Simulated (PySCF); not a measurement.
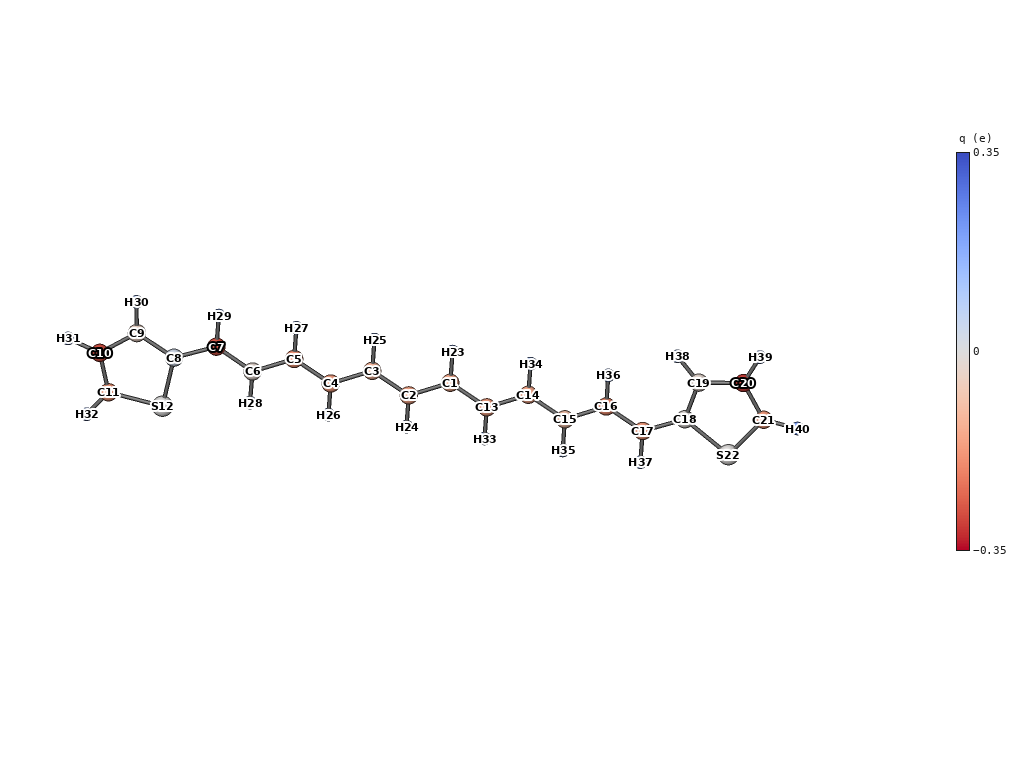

Atoms are coloured by their ESP-fitted charges. Computed geometry: GFN2-xTB optimisation. No frequency run is at hand to confirm it as a minimum. Method: PBE0/6-31G*, gas phase (PySCF 2.14.0).

List the ESP-fitted charges.

```json
{"atom": "C1", "value (e)": "−0.14"}
{"atom": "C2", "value (e)": "−0.15"}
{"atom": "C3", "value (e)": "−0.12"}
{"atom": "C4", "value (e)": "−0.16"}
{"atom": "C5", "value (e)": "−0.18"}
{"atom": "C6", "value (e)": "−0.02"}
{"atom": "C7", "value (e)": "−0.28"}
{"atom": "C8", "value (e)": "0.03"}
{"atom": "C9", "value (e)": "−0.04"}
{"atom": "C10", "value (e)": "−0.28"}
{"atom": "C11", "value (e)": "−0.18"}
{"atom": "S12", "value (e)": "0.00"}
{"atom": "C13", "value (e)": "−0.16"}
{"atom": "C14", "value (e)": "−0.14"}
{"atom": "C15", "value (e)": "−0.09"}
{"atom": "C16", "value (e)": "−0.19"}
{"atom": "C17", "value (e)": "−0.17"}
{"atom": "C18", "value (e)": "−0.01"}
{"atom": "C19", "value (e)": "−0.02"}
{"atom": "C20", "value (e)": "−0.31"}
{"atom": "C21", "value (e)": "−0.16"}
{"atom": "S22", "value (e)": "0.00"}
{"atom": "H23", "value (e)": "0.14"}
{"atom": "H24", "value (e)": "0.14"}
{"atom": "H25", "value (e)": "0.14"}
{"atom": "H26", "value (e)": "0.15"}
{"atom": "H27", "value (e)": "0.15"}
{"atom": "H28", "value (e)": "0.13"}
{"atom": "H29", "value (e)": "0.17"}
{"atom": "H30", "value (e)": "0.12"}
{"atom": "H31", "value (e)": "0.18"}
{"atom": "H32", "value (e)": "0.20"}
{"atom": "H33", "value (e)": "0.15"}
{"atom": "H34", "value (e)": "0.14"}
{"atom": "H35", "value (e)": "0.12"}
{"atom": "H36", "value (e)": "0.15"}
{"atom": "H37", "value (e)": "0.18"}
{"atom": "H38", "value (e)": "0.12"}
{"atom": "H39", "value (e)": "0.19"}
{"atom": "H40", "value (e)": "0.20"}
```
